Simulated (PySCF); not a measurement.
C10H6S2Se, SMILES c1c[se]c(-c2cc3sccc3s2)c1 at its GFN2-xTB optimised geometry (Å):

```
19

C     -3.7296     1.3649     0.0000
C     -3.3442     2.6674     0.0000
Se    -1.5004     2.8608     0.0001
C     -1.4139     0.9788     0.0000
C     -0.1690     0.2803     0.0000
C      1.0939     0.8147     0.0000
C      2.0827    -0.1795     0.0000
S      3.8112    -0.1865     0.0000
C      3.8186    -1.9191     0.0000
C      2.5785    -2.4724     0.0000
C      1.5816    -1.4776     0.0000
S     -0.1462    -1.4776     0.0000
C     -2.6715     0.4333     0.0000
H     -4.7633     1.0627     0.0000
H     -3.9870     3.5289     0.0000
H      1.2843     1.8747     0.0000
H      4.7633    -2.4254     0.0000
H      2.3848    -3.5289     0.0000
H     -2.8299    -0.6324     0.0000
```

Computed with B3LYP/def2-SVP in PySCF.

Map of the HOMO−1 amplitude (bohr^(-3/2)) on the plane z = 0.6 Å; orbital energy -6.36 eV, overall sign arbitrary:

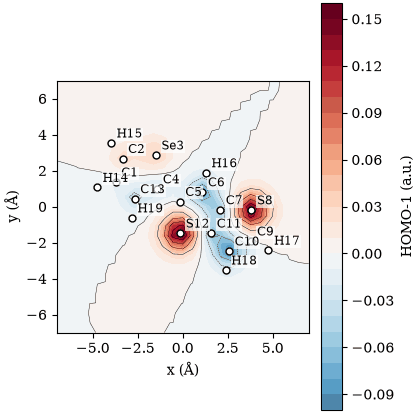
Figure. HOMO−1 amplitude (bohr^(-3/2)) on the plane z = 0.6 Å.
